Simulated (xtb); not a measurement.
## Geometry relaxation, with input and output: CH₈BNSi (part 5 of 5)

CH₈BNSi, SMILES C[SiH2]BN; GFN2-xTB (xtb 6.7.1). The geometry: force field.

Geometry of the input (Å):
```
C  -1.3415  1.2767  -0.0772
Si -0.1679  0.3163  0.8981
B  1.1140  -0.4598  -0.3141
N  1.3790  -1.9616  -0.3804
H  -1.9010  0.6558  -0.8373
H  -2.1395  1.7833  0.5953
H  -0.8298  2.1322  -0.6260
H  -0.8341  -0.7350  1.6079
H  0.5200  1.2090  1.9091
H  1.8274  0.2463  -0.9386
H  2.0258  -2.1710  -1.0749
H  0.4246  -2.3473  -0.7277
```

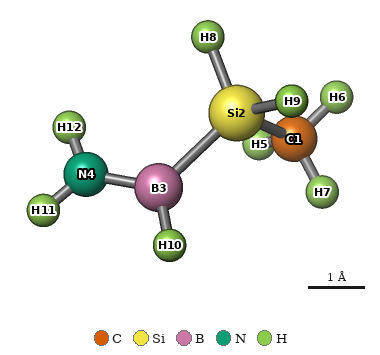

Figure 1. The geometry at step 16 of the log (ball-and-stick view, seen at a tilt; atoms are numbered from 1 in the order of the input).

## Trajectory as extended XYZ, continued
```
12
Properties=species:S:1:pos:R:3 step=13 energy=-329.41773
C    -1.4038    1.2917   -0.0979
Si   -0.0862    0.3128    0.8831
B     1.2852   -0.4494   -0.2990
N     1.2085   -1.7704   -0.6921
H    -1.9285    0.6509   -0.8019
H    -2.1458    1.7325    0.5606
H    -0.9489    2.0976   -0.6673
H    -0.8561   -0.6980    1.6504
H     0.4046    1.2406    1.9241
H     2.1999    0.1587   -0.7235
H     1.8727   -2.2233   -1.3005
H     0.4754   -2.3988   -0.4017
12
Properties=species:S:1:pos:R:3 step=14 energy=-329.41784
C    -1.4024    1.2918   -0.0981
Si   -0.0851    0.3131    0.8844
B     1.2844   -0.4496   -0.2996
N     1.2086   -1.7717   -0.6899
H    -1.9206    0.6530   -0.8088
H    -2.1499    1.7252    0.5591
H    -0.9483    2.1033   -0.6603
H    -0.8553   -0.6981    1.6507
H     0.4043    1.2414    1.9252
H     2.1961    0.1598   -0.7305
H     1.8685   -2.2239   -1.3023
H     0.4768   -2.3996   -0.3956
12
Properties=species:S:1:pos:R:3 step=15 energy=-329.41800
C    -1.3997    1.2921   -0.0982
Si   -0.0831    0.3136    0.8857
B     1.2829   -0.4486   -0.3022
N     1.2067   -1.7726   -0.6862
H    -1.9040    0.6575   -0.8230
H    -2.1582    1.7100    0.5566
H    -0.9468    2.1151   -0.6450
H    -0.8539   -0.6981    1.6503
H     0.4043    1.2417    1.9272
H     2.1875    0.1631   -0.7456
H     1.8613   -2.2268   -1.3035
H     0.4801   -2.4020   -0.3819
12
Properties=species:S:1:pos:R:3 step=16 energy=-329.41817
C    -1.3986    1.2937   -0.0977
Si   -0.0836    0.3132    0.8852
B     1.2796   -0.4499   -0.3050
N     1.2072   -1.7758   -0.6837
H    -1.8933    0.6645   -0.8336
H    -2.1648    1.6997    0.5551
H    -0.9470    2.1256   -0.6316
H    -0.8553   -0.6959    1.6517
H     0.4071    1.2413    1.9254
H     2.1797    0.1642   -0.7548
H     1.8598   -2.2279   -1.3046
H     0.4864   -2.4079   -0.3721
12
Properties=species:S:1:pos:R:3 step=17 energy=-329.41833
C    -1.3985    1.2973   -0.0967
Si   -0.0854    0.3127    0.8834
B     1.2748   -0.4517   -0.3094
N     1.2086   -1.7799   -0.6812
H    -1.8839    0.6741   -0.8437
H    -2.1720    1.6909    0.5554
H    -0.9471    2.1373   -0.6178
H    -0.8582   -0.6935    1.6522
H     0.4109    1.2393    1.9229
H     2.1699    0.1643   -0.7656
H     1.8621   -2.2293   -1.3038
H     0.4959   -2.4166   -0.3616
12
Properties=species:S:1:pos:R:3 step=18 energy=-329.41843
C    -1.3993    1.3007   -0.0957
Si   -0.0877    0.3113    0.8810
B     1.2710   -0.4530   -0.3138
N     1.2113   -1.7833   -0.6786
H    -1.8816    0.6825   -0.8485
H    -2.1748    1.6897    0.5557
H    -0.9480    2.1454   -0.6088
H    -0.8611   -0.6940    1.6506
H     0.4139    1.2351    1.9208
H     2.1619    0.1648   -0.7745
H     1.8671   -2.2308   -1.3006
H     0.5043   -2.4234   -0.3535
```

## Key numbers

| quantity | value |
| --- | --- |
| outcome | converged |
| electrons treated | 24 |
| total energy | −12.105904 hartree |
| dispersion energy | −0.005999 hartree |
| basis functions | 30 |
| HOMO | −9.60 eV |
| LUMO | −5.77 eV |
| zero-point energy | 0.091672 hartree |
| dipole moment | 2.94 D |
| wavenumbers, lowest and highest | 25 and 3486 cm⁻¹ |
| hardware | 1 thread of Arm Neoverse V1, 24 GiB of memory available, shared host |
| peak memory | 0.072 GiB |
